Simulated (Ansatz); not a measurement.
A series of calculations on C3H3BFNO

Part 1: Relaxation

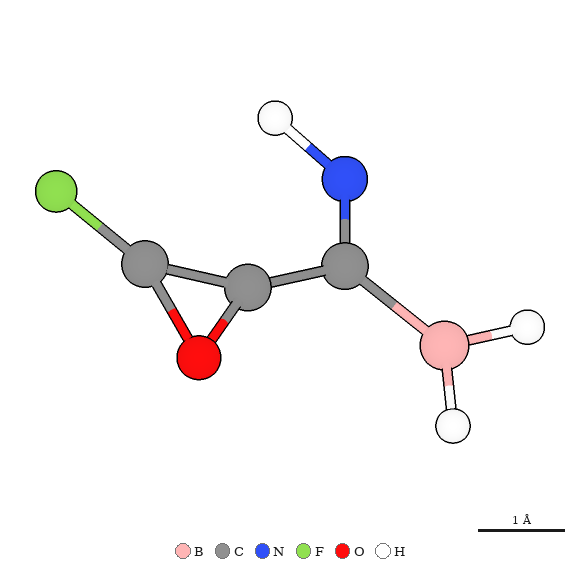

Starting structure of C$_{3}$H$_{3}$BFNO. A ball-and-stick model, seen from a free direction.

The run prepares an end point of a later path (torsion) calculation, from a guessed geometry.

Theory: RKS r2SCAN/def2-SVP in Ansatz.

Input
```yaml
crystal:
  periodic: [false, false, false]
  atoms:
    - { symbol: B, position_ang: [-1.3551, 1.2225, -0.4467] }
    - { symbol: C, position_ang: [-0.4299, 0.3328, 0.3215] }
    - { symbol: "N", position_ang: [-0.5219, 0.2809, 1.5995] }
    - { symbol: C, position_ang: [0.6266, -0.4552, -0.4165] }
    - { symbol: C, position_ang: [1.57, -1.3708, -0.4324] }
    - { symbol: F, position_ang: [2.4158, -2.1564, 0.2634] }
    - { symbol: O, position_ang: [1.1373, -0.8537, -1.6017] }
    - { symbol: H, position_ang: [-2.1596, 1.9365, 0.1179] }
    - { symbol: H, position_ang: [-1.3514, 1.344, -1.5956] }
    - { symbol: H, position_ang: [0.1512, -0.3318, 2.1934] }
basis:
  gaussian: { orbitals: def2-SVP }
hamiltonian:
  xc: r2scan
relax:
  f_tol: 0.015
  max_steps: 40
output:
  orbitals: {}
```

Command:
```bash
ansatz run input.yaml --threads 2 --pin off --max-ram 3072MiB --backend cpu --events-out ev --progress --plain --runs-dir out
```

**What does the optimiser find from here?**

After 32 accepted moves (33 points after the start) the energy has fallen by 6.517 eV. Largest force component: 8.7 eV/Å at the start, 0.015 eV/Å at the end. The line search rejected the trial step at point 26 of the run. The largest moves after the best rigid fit, 1.01 Å, are those of C2 and H10. By element the largest moves are H 1.01 Å, C 1.00 Å, N 0.96 Å, F 0.94 Å, B 0.66 Å, O 0.50 Å. Among the contacts that change: B1–N3 2.402 → 3.505 Å, B1–C4 2.597 → 1.529 Å, C4–O7 1.351 → 2.399 Å, B1–C2 1.496 → 2.467 Å. New bonds form: B1–C4 (2.60 → 1.53 Å). Bonds break: B1–C2 (1.50 → 2.47 Å), C4–O7 (1.35 → 2.40 Å). Among the angles between lasting bonds that change: C4–C5–O7 60.9° → 128.5°, N3–C2–C4 121.1° → 173.1°, C4–C5–F6 148.2° → 111.1°.

Step by step:

```csv
step,"E − E(0), eV","largest force component, eV/Å",note
0,0.0000,8.7011,
1,-1.0881,4.3676,
2,-1.6269,1.7846,
3,-1.8401,2.7375,
4,-2.2346,3.6032,
5,-2.5282,1.5686,
6,-2.6882,0.7997,
7,-2.7114,1.3338,
8,-2.7499,0.6642,
9,-2.7797,0.3046,
10,-2.7882,0.5643,
11,-2.7982,0.4726,
12,-2.8396,0.7371,
14,-3.1122,2.0769,
15,-3.3836,2.9246,
16,-3.7282,3.3965,
17,-4.4970,2.4485,
18,-4.7371,3.9314,
20,-5.7647,2.8111,
21,-5.9818,2.3938,
22,-6.2848,1.4811,
23,-6.4279,0.6351,
25,-6.4925,1.1057,
26,-6.4914,0.7188,rejected
27,-6.5091,0.2830,
28,-6.5145,0.3232,
29,-6.5158,0.0932,
31,-6.5170,0.0417,
32,-6.5173,0.0366,
33,-6.5174,0.0148,
```

The structure at the end:

```xyz
10

B    -0.9449    0.9596   -0.8987
C    -0.1073   -0.1693    1.1282
N    -0.3291   -0.3531    2.2926
C    -0.0038   -0.0294   -0.2110
C     1.0136   -0.8165   -0.9259
F     1.7264   -1.5992   -0.0620
O     1.2542   -0.8323   -2.0887
H    -1.7419    1.5788   -0.2382
H    -0.8682    1.0998   -2.0915
H     0.0841    0.1104    3.0981
```

After the run, drawn alike:

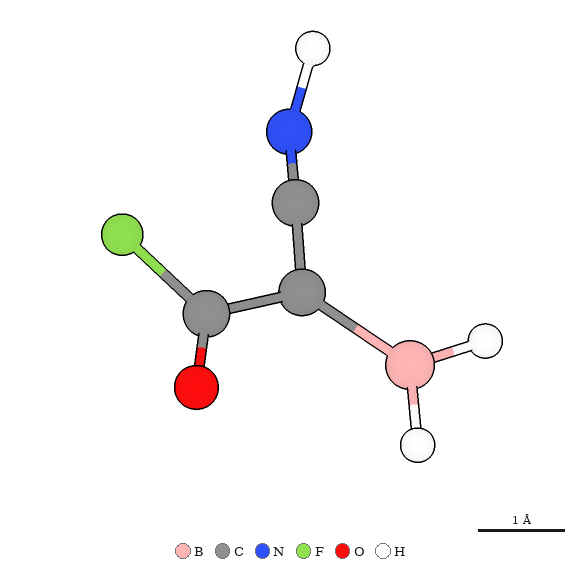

Part 2: Relaxation

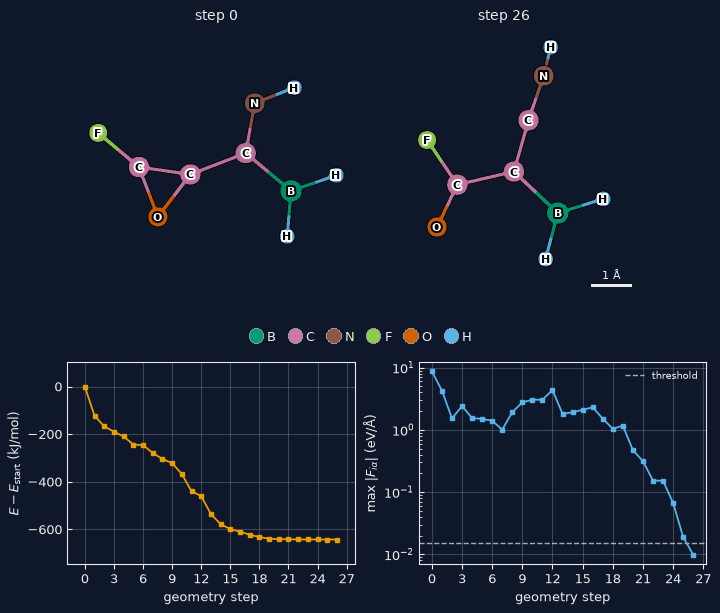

First and last geometry of a relaxation of C$_{3}$H$_{3}$BFNO, with the history of the run. The picture is a ball-and-stick view, seen face on.

The run prepares an end point of a later path (torsion) calculation, from a guessed geometry.

Method: Ansatz 0.2.0, RKS r2SCAN/def2-SVP.

Input file:
```yaml
crystal:
  periodic: [false, false, false]
  atoms:
    - { symbol: B, position_ang: [-1.3551, 1.2225, -0.4467] }
    - { symbol: C, position_ang: [-0.4299, 0.3328, 0.3215] }
    - { symbol: "N", position_ang: [-0.5219, 0.2809, 1.5995] }
    - { symbol: C, position_ang: [0.6266, -0.4552, -0.4165] }
    - { symbol: C, position_ang: [1.57, -1.3708, -0.4324] }
    - { symbol: F, position_ang: [2.4158, -2.1564, 0.2634] }
    - { symbol: O, position_ang: [1.1373, -0.8537, -1.6017] }
    - { symbol: H, position_ang: [-2.1596, 1.9365, 0.1179] }
    - { symbol: H, position_ang: [-1.3514, 1.344, -1.5956] }
    - { symbol: H, position_ang: [-1.27656, 0.84759, 2.13851] }
basis:
  gaussian: { orbitals: def2-SVP }
hamiltonian:
  xc: r2scan
relax:
  f_tol: 0.015
  max_steps: 40
```

Command:
```bash
ansatz run input.yaml --threads 2 --pin off --max-ram 3072MiB --backend cpu --events-out ev --progress --plain --runs-dir out
```

Read the history and describe the run.

It converged. After 26 geometry steps the energy has fallen by 642.3 kJ/mol. Largest force component: 8.8 eV/Å at the start, 0.0099 eV/Å at the end. The largest move after the best rigid fit is that of H10, 1.31 Å. By element the largest moves are H 1.31 Å, F 1.08 Å, C 0.93 Å, B 0.76 Å, N 0.76 Å, O 0.33 Å. Near-neighbour distances that change, for instance: B1–N3 2.402 → 3.504 Å, B1–C4 2.597 → 1.529 Å, C4–O7 1.351 → 2.398 Å, B1–C2 1.496 → 2.466 Å. New bonds form: B1–C4 (2.60 → 1.53 Å). Bonds break: B1–C2 (1.50 → 2.47 Å), C4–O7 (1.35 → 2.40 Å). Bond angles that change, for instance: C4–C5–O7 60.9° → 128.5°, N3–C2–C4 121.1° → 173.1°, C4–C5–F6 148.2° → 111.1°. Cost: 110 s on 2 threads of Arm Neoverse V1 (shared host), peak memory 0.2 GiB.

| step | E − E(0), kJ/mol | largest force component, eV/Å |
| --- | --- | --- |
| 0 | 0.00 | 8.7575 |
| 1 | -122.46 | 4.2797 |
| 2 | -167.20 | 1.5302 |
| 3 | -189.42 | 2.4087 |
| 4 | -209.66 | 1.5510 |
| 5 | -243.44 | 1.4996 |
| 6 | -246.17 | 1.4052 |
| 7 | -278.44 | 1.0121 |
| 8 | -304.32 | 1.9302 |
| 9 | -321.27 | 2.7683 |
| 10 | -367.32 | 3.0531 |
| 11 | -439.36 | 3.0593 |
| 12 | -459.87 | 4.3542 |
| 13 | -535.43 | 1.8149 |
| 14 | -577.54 | 1.9198 |
| 15 | -598.65 | 2.1051 |
| 16 | -609.17 | 2.3098 |
| 17 | -622.16 | 1.5172 |
| 18 | -631.97 | 1.0440 |
| 19 | -638.84 | 1.1685 |
| 20 | -640.83 | 0.4737 |
| 21 | -641.34 | 0.3146 |
| 22 | -642.00 | 0.1536 |
| 23 | -642.22 | 0.1524 |
| 24 | -642.26 | 0.0671 |
| 25 | -642.27 | 0.0190 |
| 26 | -642.27 | 0.0099 |

Part 3: Path

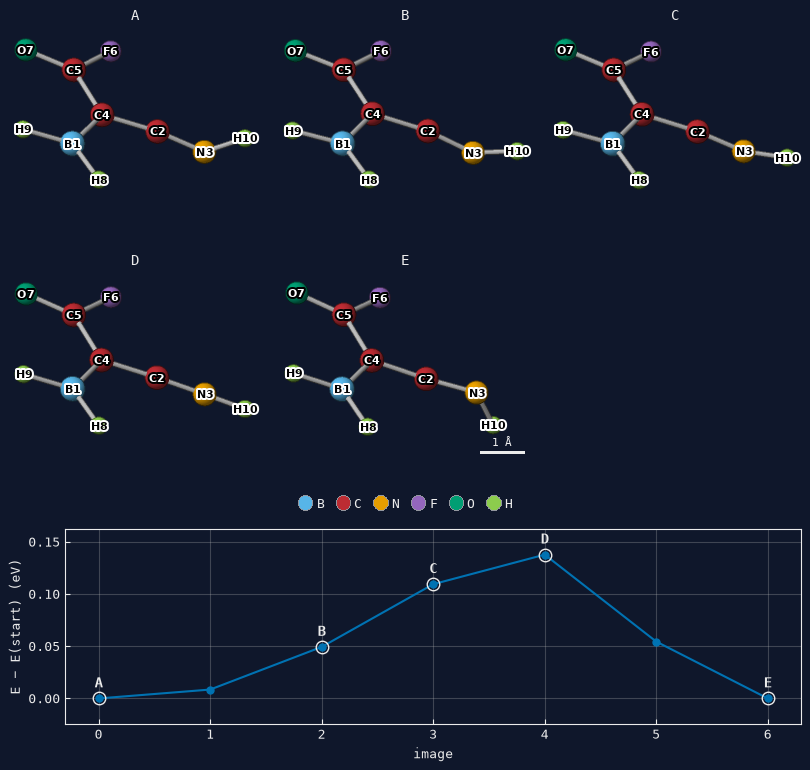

NEB run on C₃H₃BFNO. Images are numbered from 0 (start) to 6 (end). Frames A to E are images 0, 2, 3, 4, 6. The picture is a ball-and-stick view, seen from a free direction.

Method: Ansatz 0.2.0, RKS r2SCAN/def2-SVP. Settings: 5 movable images; climbing image; force threshold 0.03 eV/Å; iteration limit 60; starting path through a guess of the saddle point.

Question: Describe the mechanism and the energy profile.

Answer: The motion is an in-plane inversion: the angle C2–N3–H10 opens from 129° to 179° on the way and closes on the other side (129° at the end). No bond forms or breaks between the ends. Among the angles between lasting bonds that change up to the highest image: C2–N3–H10 128.6° → 179.2°, N3–C2–C4 173.1° → 177.4°. The barrier is about 0.138 eV in both directions, with image 4 at the top; the ends have the same energy. The band is converged. At the top, the vibrational analysis gives one imaginary mode (490i cm⁻¹), as a transition state must have.

Cost: 11 min on 2 threads of Arm Neoverse V1, with other jobs on the host, peak memory 0.17 GiB.
